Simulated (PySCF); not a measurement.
## A study: H₂Si, SMILES `[SiH2]`

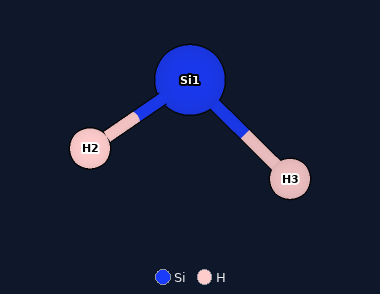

The molecule, with its atoms numbered as below. No frequency check shows the geometry to be a minimum.

Cartesian coordinates (Å):

```
Si1     -0.0000   -0.1230    0.0000
H2       1.1126    0.8608    0.0000
H3      -1.1125    0.8609    0.0000
```

Part 1: Bonding charge

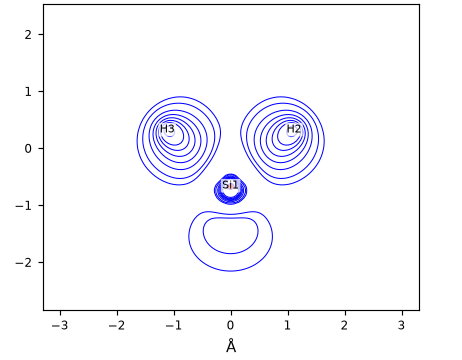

Deformation density (molecule less spherical, spin-averaged free atoms) in the molecular plane; contours at ±0.05 to ±0.8 e/Å³; solid blue lines: gain, dashed red lines: loss.

Level of theory: CAM-B3LYP/6-311+G** (PySCF), at a geometry from GFN2-xTB.

Question: Describe the bonding that the map shows.

Answer: Si1–H3 and Si1–H2: +0.21 e/Å³ at the bond critical point (bond length 1.49 Å). In all, 0.9 electrons gather in the regions of gain relative to the promolecule.

Question: Where do the Hirshfeld charges lie?

Answer: The highest Hirshfeld charge is on Si1 (+0.23 e), the lowest on H2 and H3 (−0.12 e).

Part 2: Bond critical points

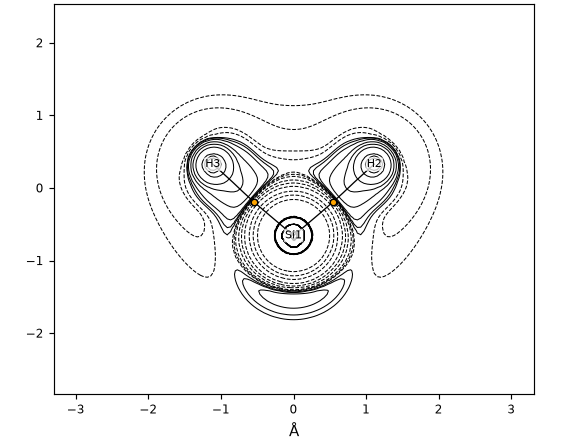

Negative Laplacian of the density (−∇²ρ) in the molecular plane (solid lines positive, dashed lines negative, contours at ±0.02 to ±8 a.u.), with bond paths and bond critical points (dots).

Question: Sort the bonds in the plane by the sign of ∇²ρ at their critical points.

Answer: At none is it concentrated. Depleted (∇²ρ > 0): Si1–H3 and Si1–H2 (+0.20 a.u., H = −0.077). A positive Laplacian with clearly negative H marks a strongly polar covalent bond, whose critical point lies close to the core of the less electronegative atom.

Part 3: Local ionisation energy

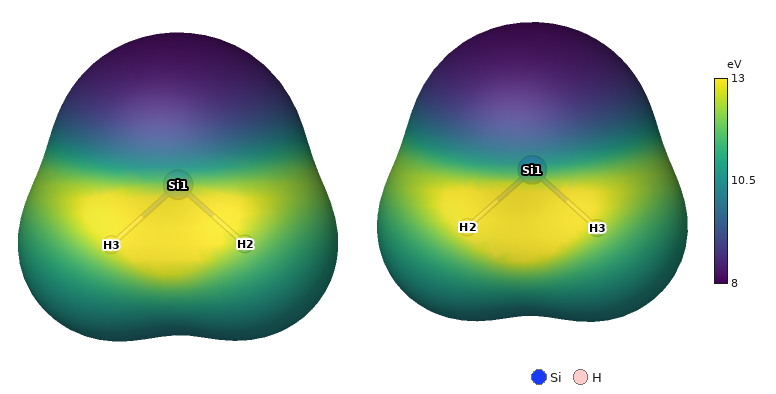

Average local ionisation energy on the surface of electron density 0.001 a.u. (back view left, front view right).

Question: Locate the minima of the map.

Answer: The lowest value is 8.1 eV, 2.5 Å from Si1. Further minima include 10.2 eV, near H2 (1.81 Å) and H3 (1.92 Å), over Si1 (2.5 Å). For comparison, the highest occupied orbital lies at −7.9 eV.

Part 4: Excited states

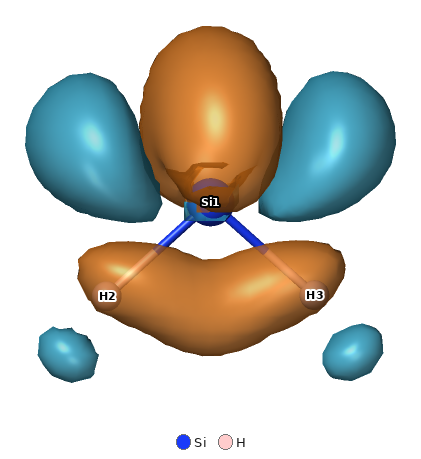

Unrelaxed difference density of S₃ less the ground state (full linear response singlet states), ±0.02 e/Å³; light blue: gain, orange: loss.

Level of theory: B3LYP/def2-SVP (PySCF), at a geometry from GFN2-xTB. Without diffuse functions Rydberg states are missing, so the states' numbers hold for this basis only.

Question: How does the charge move on excitation?

Answer: 0.48 e is displaced in all, mostly between regions of the same atoms. The state: 7.44 eV (167 nm), f = 0.295 (bright), partly diffuse acceptor orbital, which a basis without diffuse functions describes poorly; the leading pair carries 94 %; hole on Si1 (77 %) and H2 and H3 (12 % each), electron on Si1 (70 %) and H2 and H3 (15 % each) (atom shares of so diffuse an orbital are rough); their centroids lie 0.2 Å apart.

Part 5: Stretching a bond

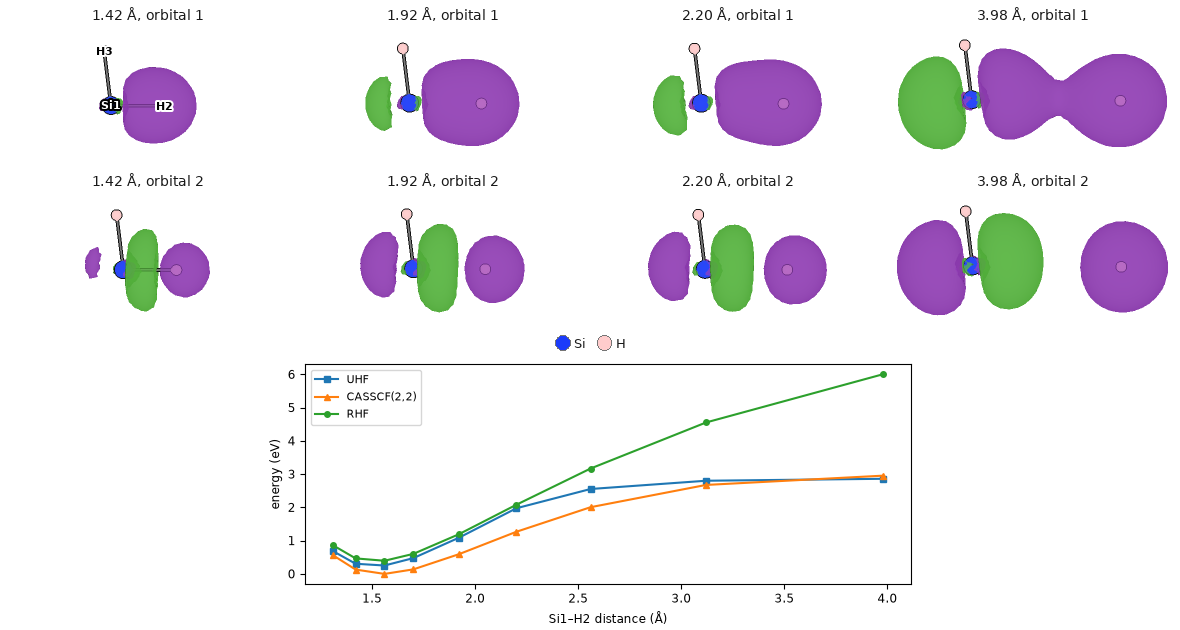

Rigid stretch of the Si1–H2 bond. The two CASSCF(2,2) natural orbitals nearest half filling (orbital 1 the more occupied). Below: energies along the scan, from the lowest point of the three curves.

Method: def2-SVPD basis; geometry: GFN2-xTB; program: PySCF.

Question: How do the occupations change along the stretch?

Answer: 1.42 Å: 1.98 and 0.02; 1.92 Å: 1.94 and 0.06; 2.20 Å: 1.89 and 0.11; 3.98 Å: 1.20 and 0.80. At the longest distance computed (3.98 Å) they are 1.20 and 0.80, and the effective number of unpaired electrons is 1.8.

UHF already breaks spin symmetry near equilibrium here (⟨S²⟩ = 0.47 at 1.56 Å), for reasons apart from this bond.

Question: How much energy does the stretch cost?

Answer: By CASSCF, 3.0 eV from the lowest point of the scan (1.56 Å) to 3.98 Å; RHF gives 5.6 eV from its own lowest point. The fragments aren't relaxed and dynamic correlation is missing, so this isn't a bond dissociation energy.
